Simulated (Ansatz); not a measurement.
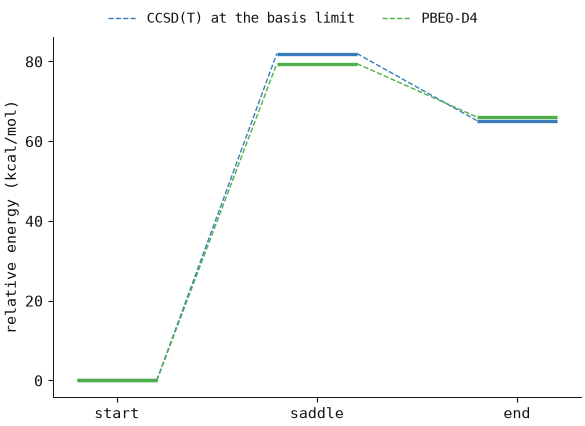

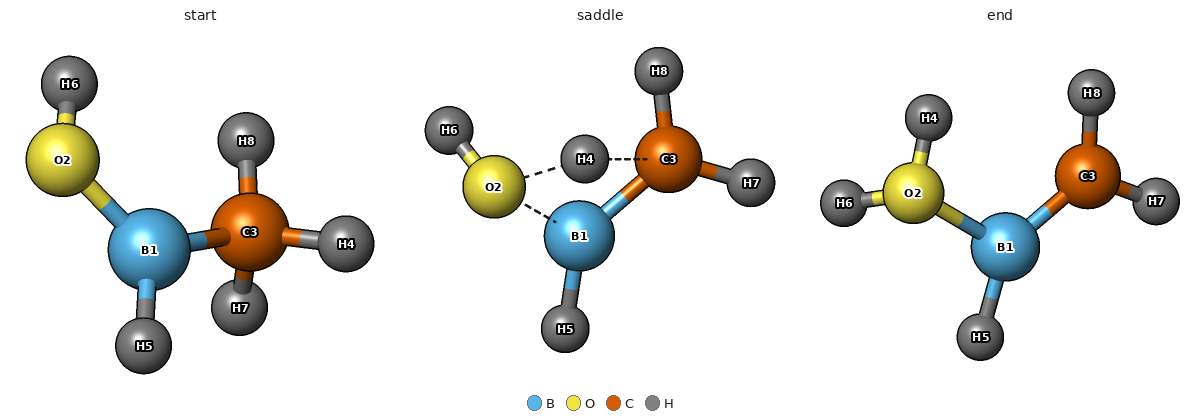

One elementary step of CH₅BO: start, first-order saddle point (changing pairs dashed) and end. Electronic energies at PBE0-D4/def2-TZVP geometries, energies in def2-TZVPP, the Ansatz code; cores frozen in correlated methods, no zero-point terms. Start and end are the structures at the ends of the path (complexes, where there are several molecules). The limit is the MP2 basis limit plus CCSD(T) less MP2 in triple zeta. Lines between the levels only guide the eye.

In the step O2–H4 (3.29 → 1.18 → 0.97 Å) forms; C3–H4 (1.10 → 1.58 → 2.48 Å) breaks; B1–O2 (1.35 → 1.57 → 1.62 Å) lengthens (lengths at start, saddle and end; changes of bond order aren't listed).

### Is the step uphill or downhill with CCSD(T) at the basis limit?

Uphill by 65.2 kcal/mol in electronic energy, over a barrier of 82.0 kcal/mol.

### Give the barriers and step energies (kcal/mol).

```csv
level,barrier,reverse barrier,step energy
CCSD(T) at the basis limit,82.0,16.8,65.2
PBE0-D4,79.5,13.4,66.1
```
